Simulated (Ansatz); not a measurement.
# BH₂ (quartet): the correlation ladder, aug-cc-pVTZ

Aim: climb from Hartree-Fock through coupled cluster and multireference methods for BH₂ (quartet) at one geometry and basis, and see what each rung misses.

The runs use Ansatz 0.2.0, Gaussian basis; aug-cc-pVTZ, core rule «outside noble gas», up to 1 orbitals frozen.

The runs, in order: UHF; CCSD(T) on ROHF; CCSD(T) on UHF; BCCD(T) on ROHF; CCSDT(Q) on ROHF; CCSDT(Q) on UHF; CASSCF and NEVPT2, 5 electrons in 6 orbitals.

19 further runs of the same task are left out: 2 for a known fault of the program, 5 that didn't finish, 12 set aside as unsound or not needed.

## 1. The geometry

The geometry is a PBE0/def2-TZVP stationary point (not a proven minimum) of the parent state, kept for this charge and spin.

3 atoms, charge 0, spin multiplicity 4.

Atoms are counted from 1 here; the program's logs count them from 0.

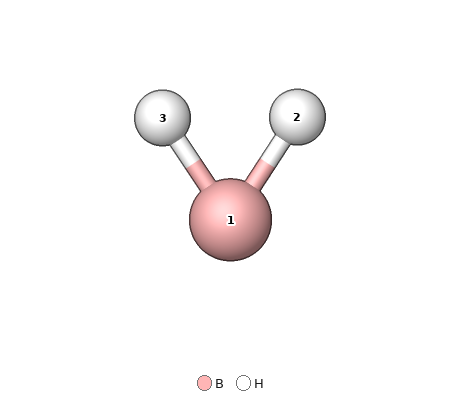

The geometry (boron pink, hydrogen white); atoms are numbered from 1 in the order of the file.

Coordinates:

```xyz
3
BH2
B     0.0000    0.0000   -0.1694
H     0.0000    0.7106    0.9083
H     0.0000   -0.7106    0.9083
```

In the tables R marks a restricted open-shell determinant and U an unrestricted one; 'valence' is the active space of 5 electrons in 6 orbitals; energies count from the table's Hartree-Fock row.

## 2. UHF

in.yaml reads:

```yaml
crystal:
  periodic: [false, false, false]
  atoms:
    - {symbol: B, position_ang: [0.000000, 0.000000, -0.169375]}
    - {symbol: H, position_ang: [0.000000, 0.710556, 0.908347]}
    - {symbol: H, position_ang: [0.000000, -0.710556, 0.908347]}
basis:
  gaussian: {orbitals: aug-cc-pVTZ}
magnetization: {spin_polarized: true, initial_magnetization: 3}
hamiltonian: {xc: hf}
output: {orbitals: {seedname: orbitals}}
```

Command:

```console
$ ansatz run in.yaml --threads 1 --pin off --events-out ev --progress --plain --max-ram 2393MiB
```

What it wrote:

```text
Functional definition: HF
  name "HF"
  cite "Fock, Z. Phys. 61, 126 (1930) doi:10.1007/BF01340294"
  parent pbe
  exchange = exact_x
  correlation = 0
404 factors; their error is unknown
mean field evaluation 1: about -696.4992 eV, gradient 7.5e0 eV
mean field evaluation 2: about -697.1967 eV, gradient 3.3e0 eV
mean field evaluation 4: about -697.4201 eV, gradient 2.6e-1 eV
mean field evaluation 8: about -697.4328 eV, gradient 4.6e-4 eV
mean field -697.43279365 eV, -25.6301824296 hartree, gradient 1.0e-5 eV, S^2 3.755015; 0 other end points of the search recorded, 0 dependent functions left out
reference -697.43279365 eV, -25.6301824296 hartree; 5, 2 occupied and 87, 90 virtual orbitals, 404 factors
Total energy: -697.43279365 eV, -25.6301824296 hartree
```

Wall time 0.24 s (1 thread of Arm Neoverse V1, shared host).

From the report: ⟨S²⟩ of the determinant 3.755 (pure quartet: 3.75).

## 3. CCSD(T) on ROHF

Edit in.yaml of step 2 so:

```diff
@@ -8,4 +8,3 @@
   gaussian: {orbitals: aug-cc-pVTZ}
-magnetization: {spin_polarized: true, initial_magnetization: 3}
-hamiltonian: {xc: hf}
-output: {orbitals: {seedname: orbitals}}
+magnetization: {spin_polarized: false, initial_magnetization: 3}
+correlation: {method: ccsd_t, electrons: outside_noble_gas}
```

Launched as before.

What it wrote, cut to the lines that bear on the results:

```text
Functional definition: HF
  name "HF"
  cite "Fock, Z. Phys. 61, 126 (1930) doi:10.1007/BF01340294"
  parent pbe
[...]
522 factors; integrals over basis functions are off by at most 8.1e-4 eV
[...]
mean field -697.36448154 eV, -25.6276720059 hartree, gradient 2.2e-6 eV, S^2 3.750000; 0 other end points of the search recorded, 0 dependent functions left out
1 core orbitals not correlated: weight in the atoms' cores, before any rotation towards them, 1.000 or more for the frozen orbitals, at most 0.000 for the correlated occupied ones
reference -697.36448154 eV, -25.6276720059 hartree; 4, 1 occupied and 87, 90 virtual orbitals, 522 factors
second order -1.99921584 eV of doubles, -0.04412997 eV of singles
cycle   1  -2.33966857 eV  change   -3.0e-1 eV  update   4.3e-2
[...]
cycle   9  -2.46442572 eV  change   -6.5e-7 eV  update   3.7e-6
perturbative correction -0.07516538 eV, -0.0027622768 hartree
Total energy: -699.90407264 eV, -25.7210002575 hartree
```

Wall time 2.6 s (1 thread of Arm Neoverse V1, shared host); peak memory 0.37 GiB.

From the report: correlation -2.5396 eV; T1 0.018; largest double amplitude 0.05.

## 4. CCSD(T) on UHF

Edit in.yaml of step 3 so:

```diff
@@ -8,3 +8,3 @@
   gaussian: {orbitals: aug-cc-pVTZ}
-magnetization: {spin_polarized: false, initial_magnetization: 3}
+magnetization: {spin_polarized: true, initial_magnetization: 3}
 correlation: {method: ccsd_t, electrons: outside_noble_gas}
```

The command is unchanged.

What it wrote, cut to the lines that bear on the results:

```text
Functional definition: HF
  name "HF"
  cite "Fock, Z. Phys. 61, 126 (1930) doi:10.1007/BF01340294"
  parent pbe
[...]
522 factors; integrals over basis functions are off by at most 8.1e-4 eV
[...]
mean field -697.43282103 eV, -25.6301834361 hartree, gradient 2.2e-6 eV, S^2 3.755015; 0 other end points of the search recorded, 0 dependent functions left out
1 core orbitals not correlated: weight in the atoms' cores, before any rotation towards them, 1.000 or more for the frozen orbitals, at most 0.000 for the correlated occupied ones
reference -697.43282103 eV, -25.6301834361 hartree; 4, 1 occupied and 87, 90 virtual orbitals, 522 factors
second order -1.95485206 eV of doubles, -0.00000000 eV of singles
cycle   1  -2.25844603 eV  change   -3.0e-1 eV  update   4.5e-2
[...]
cycle   9  -2.39830094 eV  change    1.3e-6 eV  update   4.3e-6
perturbative correction -0.07338654 eV, -0.0026969055 hartree
Total energy: -699.90450852 eV, -25.7210162756 hartree
```

Wall time 3 s (1 thread of Arm Neoverse V1, shared host); peak memory 0.37 GiB.

From the report: ⟨S²⟩ of the determinant 3.755 (pure quartet: 3.75); correlation -2.4717 eV; T1 0.017; largest double amplitude 0.05.

## 5. BCCD(T) on ROHF

Edit in.yaml of step 4 so:

```diff
@@ -8,3 +8,3 @@
   gaussian: {orbitals: aug-cc-pVTZ}
-magnetization: {spin_polarized: true, initial_magnetization: 3}
-correlation: {method: ccsd_t, electrons: outside_noble_gas}
+magnetization: {spin_polarized: false, initial_magnetization: 3}
+correlation: {method: bccd_t, electrons: outside_noble_gas}
```

Same command.

What it wrote, cut to the lines that bear on the results:

```text
Functional definition: HF
  name "HF"
  cite "Fock, Z. Phys. 61, 126 (1930) doi:10.1007/BF01340294"
  parent pbe
[...]
522 factors; integrals over basis functions are off by at most 8.1e-4 eV
[...]
mean field -697.36448154 eV, -25.6276720059 hartree, gradient 2.2e-6 eV, S^2 3.750000; 0 other end points of the search recorded, 0 dependent functions left out
1 core orbitals not correlated: weight in the atoms' cores, before any rotation towards them, 1.000 or more for the frozen orbitals, at most 0.000 for the correlated occupied ones
reference -697.36448154 eV, -25.6276720059 hartree; 4, 1 occupied and 87, 90 virtual orbitals, 522 factors
second order -1.99921584 eV of doubles, -0.04412997 eV of singles
cycle   1  -2.34503138 eV  change   -3.0e-1 eV  update   4.2e-2
[...]
cycle   9  -2.46281501 eV  change   -2.1e-6 eV  update   4.5e-6
perturbative correction -0.07668323 eV, -0.0028180568 hartree
Total energy: -699.90397978 eV, -25.7209968449 hartree
```

Run time: 3.4 s. Hardware: 1 thread of Arm Neoverse V1, shared host; peak memory 0.49 GiB.

From the report: correlation -2.5395 eV; largest double amplitude 0.05.

## 6. CCSDT(Q) on ROHF

Edit in.yaml of step 5 so:

```diff
@@ -9,2 +9,2 @@
 magnetization: {spin_polarized: false, initial_magnetization: 3}
-correlation: {method: bccd_t, electrons: outside_noble_gas}
+correlation: {method: ccsdt_q, electrons: outside_noble_gas}
```

Same command.

What it wrote, cut to the lines that bear on the results:

```text
Functional definition: HF
  name "HF"
  cite "Fock, Z. Phys. 61, 126 (1930) doi:10.1007/BF01340294"
  parent pbe
[...]
1068 factors; integrals over basis functions are off by at most 2.0e-7 eV
[...]
mean field -697.36448263 eV, -25.6276720459 hartree, gradient 4.6e-6 eV, S^2 3.750000; 0 other end points of the search recorded, 0 dependent functions left out
1 core orbitals not correlated: weight in the atoms' cores, before any rotation towards them, 1.000 or more for the frozen orbitals, at most 0.000 for the correlated occupied ones
reference -697.36448263 eV, -25.6276720459 hartree; 4, 1 occupied and 87, 90 virtual orbitals, 1068 factors
second order -1.99921916 eV of doubles, -0.04412997 eV of singles
cycle   1  -2.33966330 eV  change   -3.0e-1 eV  update   4.7e-2
[...]
cycle  14  -2.55513301 eV  change    2.3e-7 eV  update   1.2e-7
perturbative correction -0.00161532 eV, -0.0000593619 hartree
Total energy: -699.92123096 eV, -25.7216308140 hartree
```

It took 1.8 min on 1 thread of Arm Neoverse V1, shared host; peak memory 1.3 GiB.

From the report: correlation -2.5567 eV; T1 0.018; largest double amplitude 0.05.

## 7. CCSDT(Q) on UHF

Edit in.yaml of step 6 so:

```diff
@@ -8,3 +8,3 @@
   gaussian: {orbitals: aug-cc-pVTZ}
-magnetization: {spin_polarized: false, initial_magnetization: 3}
+magnetization: {spin_polarized: true, initial_magnetization: 3}
 correlation: {method: ccsdt_q, electrons: outside_noble_gas}
```

Launched as before.

What it wrote, cut to the lines that bear on the results:

```text
Functional definition: HF
  name "HF"
  cite "Fock, Z. Phys. 61, 126 (1930) doi:10.1007/BF01340294"
  parent pbe
[...]
1068 factors; integrals over basis functions are off by at most 2.0e-7 eV
[...]
mean field -697.43282215 eV, -25.6301834769 hartree, gradient 4.2e-6 eV, S^2 3.755015; 0 other end points of the search recorded, 0 dependent functions left out
1 core orbitals not correlated: weight in the atoms' cores, before any rotation towards them, 1.000 or more for the frozen orbitals, at most 0.000 for the correlated occupied ones
reference -697.43282215 eV, -25.6301834769 hartree; 4, 1 occupied and 87, 90 virtual orbitals, 1068 factors
second order -1.95485528 eV of doubles, -0.00000000 eV of singles
cycle   1  -2.25844079 eV  change   -3.0e-1 eV  update   4.9e-2
[...]
cycle  13  -2.48730754 eV  change   -5.1e-9 eV  update   3.2e-7
perturbative correction -0.00161435 eV, -0.0000593264 hartree
Total energy: -699.92174404 eV, -25.7216496695 hartree
```

Run time: 99 s. Hardware: 1 thread of Arm Neoverse V1, shared host; peak memory 1.3 GiB.

From the report: ⟨S²⟩ of the determinant 3.755 (pure quartet: 3.75); correlation -2.4889 eV; T1 0.017; largest double amplitude 0.05.

## 8. CASSCF and NEVPT2, 5 electrons in 6 orbitals

in.yaml reads:

```yaml
crystal:
  periodic: [false, false, false]
  atoms:
    - {symbol: B, position_ang: [0.000000, 0.000000, -0.169375]}
    - {symbol: H, position_ang: [0.000000, 0.710556, 0.908347]}
    - {symbol: H, position_ang: [0.000000, -0.710556, 0.908347]}
basis:
  gaussian: {orbitals: aug-cc-pVTZ}
magnetization: {spin_polarized: false, initial_magnetization: 3}
correlation: {method: sc_nevpt2, electrons: outside_noble_gas, active_space: {window: {electrons: 5, orbitals: 6}, shells: [{species: B, l: s, shell: 2}, {species: B, l: p, shell: 2}, {species: H, l: s, shell: 1}]}}
```

The command is unchanged.

What it wrote:

```text
Functional definition: HF
  name "HF"
  cite "Fock, Z. Phys. 61, 126 (1930) doi:10.1007/BF01340294"
  parent pbe
  exchange = exact_x
  correlation = 0
1068 factors; integrals over basis functions are off by at most 2.0e-7 eV
mean field evaluation 1: about -696.0911 eV, gradient 8.8e0 eV
mean field evaluation 2: about -696.0925 eV, gradient 8.8e0 eV
mean field evaluation 4: about -697.3243 eV, gradient 1.3e0 eV
mean field evaluation 8: about -697.3645 eV, gradient 1.7e-3 eV
mean field -697.36448263 eV, -25.6276720459 hartree, gradient 4.6e-6 eV, S^2 3.750000; 0 other end points of the search recorded, 0 dependent functions left out
reference -697.36448263 eV, -25.6276720459 hartree; 5, 2 occupied and 87, 90 virtual orbitals, 1068 factors
state -698.13599399 eV, -25.6560245656 hartree
state -698.13599399 eV, -25.6560245656 hartree; corrected -699.48222622 eV, -25.7054976874 hartree
Total energy: -699.48222622 eV, -25.7054976874 hartree
Checks for a lower state left out: starts, orbital_swaps
```

Run time: 1.8 s. Hardware: 1 thread of Arm Neoverse V1, shared host.

From the report: 28 determinants; active occupations 1.97, 1.00, 1.00, 1.00, 0.02, 0.01.

## 9. Natural occupations

Natural occupations of the CASSCF valence state about the gap (report; correlated orbitals 1 to 6): 1.966, 1.003, 1.000, 0.995, 0.022, 0.014. The count of effectively unpaired electrons, Σ n²(2 − n)², is 3.01; a single determinant of this spin has 3.

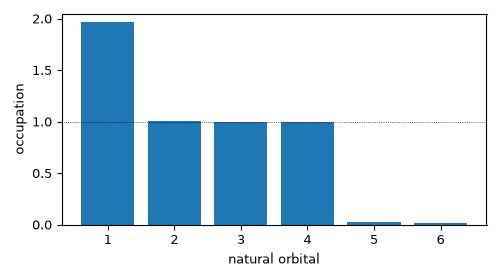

Natural occupations of the CASSCF valence state.

## 10. All levels against the top one

The yardstick is UCCSDT(Q), where the cluster series has nearly closed. Rows without a time come out of other runs: HF, MP2 and CCSD of CCSD(T), CCSDT of CCSDT(Q), CASSCF and MRCISD of the multireference runs.

Differences are taken before rounding.

| method | energy from the lowest RHF (kcal/mol) | from UCCSDT(Q) (kcal/mol) | time |
| --- | --- | --- | --- |
| RHF | 0.00 | +58.97 |  |
| UHF | -1.58 | +57.40 |  |
| RMP2 | -47.12 | +11.85 |  |
| UMP2 | -46.66 | +12.32 |  |
| RCCSD | -56.83 | +2.14 |  |
| UCCSD | -56.88 | +2.09 |  |
| RCCSD(T) | -58.56 | +0.41 | 2.6 s |
| UCCSD(T) | -58.57 | +0.40 | 3 s |
| BCCD(T) | -58.56 | +0.41 | 3.4 s |
| RCCSDT | -58.92 | +0.05 |  |
| UCCSDT | -58.93 | +0.04 |  |
| RCCSDT(Q) | -58.96 | +0.01 | 1.8 min |
| UCCSDT(Q) | -58.97 | 0 | 99 s |
| CASSCF valence | -17.79 | +41.18 |  |
| NEVPT2 valence | -48.84 | +10.14 | 1.8 s |

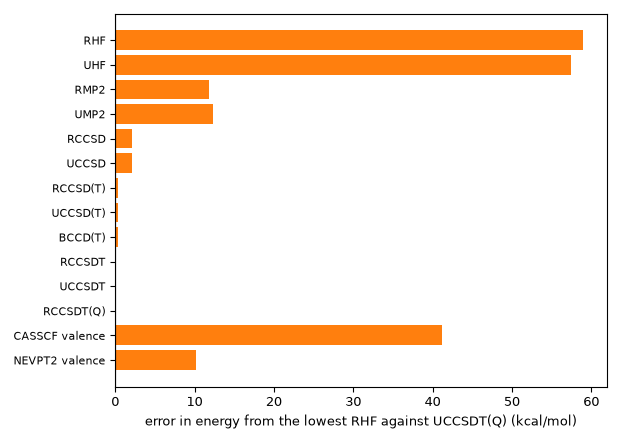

Deviations from UCCSDT(Q), method by method.

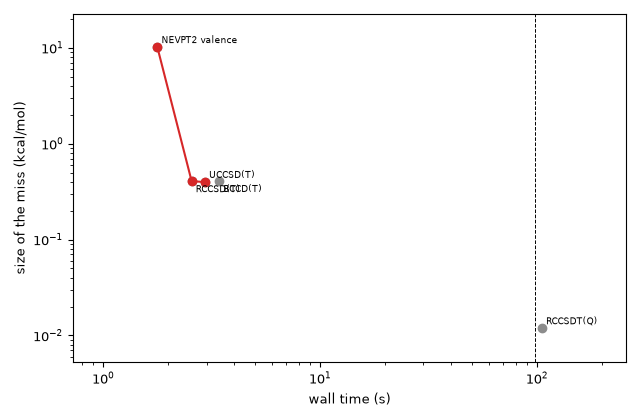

Miss against cost. Red marks the levels that no quicker level drawn beats (of those quicker than the yardstick), and the dashed line is the time of UCCSDT(Q). Times are from a shared host.

## 11. What came out

```
                         quantity                                                   value
   UCCSDT(Q) below the RHF energy                                              -2.5573 eV
              RMP2 from UCCSDT(Q)                                         +11.85 kcal/mol
              UMP2 from UCCSDT(Q)                                         +12.32 kcal/mol
             RCCSD from UCCSDT(Q)                                          +2.14 kcal/mol
          RCCSD(T) from UCCSDT(Q)                                          +0.41 kcal/mol
          UCCSD(T) from UCCSDT(Q)                                          +0.40 kcal/mol
         RCCSDT(Q) from UCCSDT(Q)                                          +0.01 kcal/mol
    NEVPT2 valence from UCCSDT(Q)                                         +10.14 kcal/mol
levels within 1 kcal/mol (43 meV)  RCCSD(T), UCCSD(T), BCCD(T), RCCSDT, UCCSDT, RCCSDT(Q)
                    T1 diagnostic                                                   0.018
   effectively unpaired electrons                                                    3.01
```

RCCSD(T) lands +0.41 kcal/mol from the yardstick (0.7 % of the correlation energy). One determinant dominates. These misses are within one basis, not against nature; the frozen cores of restricted and unrestricted runs differ, which can shift their rows.

UCCSD(T) reaches 0.40 kcal/mol from the reference in 3 s, where UCCSDT(Q) took 99 s; the quickest level in the cost chart, NEVPT2 valence, takes 1.8 s and misses by 10.14 kcal/mol.
